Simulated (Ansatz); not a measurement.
```yaml
atoms:
  - { symbol: O, position_ang: [-1.9733, 0.1681, -0.3202] }
  - { symbol: Sn, position_ang: [-1.9125, -0.4094, -2.7193] }
  - { symbol: H, position_ang: [-2.5180, -0.1283, 0.4455] }
```

Geometry: PBE0-D3(BJ)/def2-SVP; core potentials replace the inner electrons of Sn.

The calculation used isolated molecule in a Gaussian basis; Kohn-Sham density functional theory, functional PBE0 in Ansatz 0.2.0.

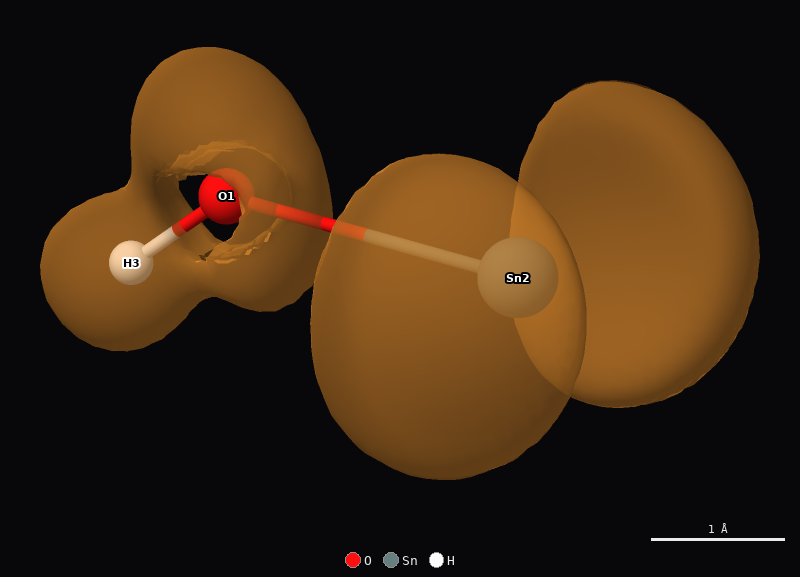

HOSn (SMILES [OH+]=[Sn]) (charge +1, triplet). Isosurface of the electron localisation function at 0.8 (orange), seen at a tilt. Only the valence region is drawn (cores and ρ < 0.01 e/Å³ removed).

Q: Where are the electrons localised?

A: The surface consists of two lobes on Sn, pointing away from the bonds (non-bonding electrons) and one joined region spread over several atoms (H, O), in which their bonds and any lone pairs are merged. Profiles from the grid: Sn–O (2.47 Å): the ELF is about 0.10 at the midpoint. O–H (0.99 Å): the ELF climbs to about 1 towards the hydrogen, as it does in any bond to H (an ordinary covalent bond to hydrogen).
